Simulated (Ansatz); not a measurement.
The figure comes from a scan of K2NiO2 (space group I4/mmm): the cell is scaled evenly about its relaxed volume V₀. The numbers are results of PBEsol (plane waves to 420 eV, PAW, scalar-relativistic; Ansatz, a first-principles code), not measurements. k mesh 12×12×12 (Γ-centred), Fermi-Dirac smearing 0.05 eV. Energies are smeared free energies. K2NiO2 is run spin-polarised and with no Hubbard U. K2NiO2 was relaxed with its symmetry unable to fall. Relaxed K2NiO2 ends ferromagnetic. Other magnetic orders were not checked, so this need not be the ground state. ΔE is measured from the relaxed starting cell.

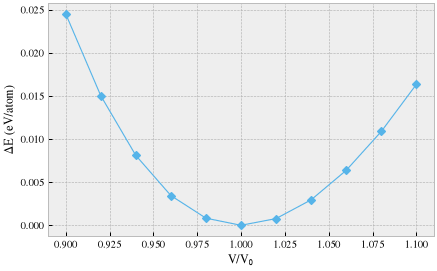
Fig. 1. ΔE (eV/atom) against V/V₀; one marker a computed point.

Task: Turn the plot into a table (rounded to what can be read).

Result: To the nearest 0.0005:

```json
[
 {"V/V₀": "0.900", "ΔE (eV/atom)": "0.0245"},
 {"V/V₀": "0.920", "ΔE (eV/atom)": "0.0150"},
 {"V/V₀": "0.940", "ΔE (eV/atom)": "0.0080"},
 {"V/V₀": "0.960", "ΔE (eV/atom)": "0.0035"},
 {"V/V₀": "0.980", "ΔE (eV/atom)": "0.0010"},
 {"V/V₀": "1.000", "ΔE (eV/atom)": "0.0000"},
 {"V/V₀": "1.020", "ΔE (eV/atom)": "0.0010"},
 {"V/V₀": "1.040", "ΔE (eV/atom)": "0.0030"},
 {"V/V₀": "1.060", "ΔE (eV/atom)": "0.0065"},
 {"V/V₀": "1.080", "ΔE (eV/atom)": "0.0110"},
 {"V/V₀": "1.100", "ΔE (eV/atom)": "0.0165"}
]
```

(Under strain, the slope of the energy per volume gives the stress and its curvature an elastic modulus.)
